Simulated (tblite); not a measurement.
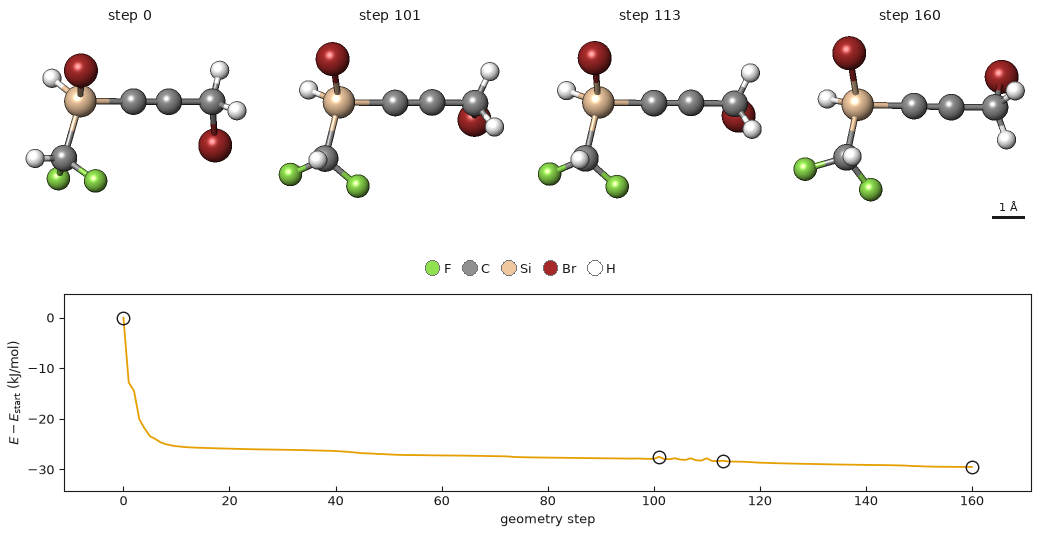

Frames of a relaxation of C4H4Br2F2Si, marked on the history of the run. A ball-and-stick model, seen at a tilt.

Level of theory: GFN2-xTB geometry optimisation, gas phase (tblite 0.8.0). 

**What happens along the run?**

After 160 geometry steps the energy has fallen by 29.5 kJ/mol. The atom that moves furthest after the best rigid fit is a Br atom (2.17 Å). By element the largest moves are Br 2.17 Å, F 1.72 Å, H 1.51 Å, Si 0.42 Å, C 0.32 Å. Among the contacts that change: C–Si 1.879 → 1.937 Å, Br–Si 2.274 → 2.220 Å, C–F 1.406 → 1.361 Å, C–C 1.473 → 1.433 Å. Among the angles between lasting bonds that change: Si–C–H 107.8° → 115.6°, C–Si–H 108.5° → 115.9°, Br–C–H 113.2° → 106.3°. Groups turn about C–Si by about 80°. From step 0 to 101: an F atom moves most (1.15 Å), energy −27.5 kJ/mol. From step 101 to 113: a Br atom moves most (0.19 Å), energy −0.78 kJ/mol. From step 113 to 160: a Br atom moves most (1.16 Å), energy −1.23 kJ/mol.
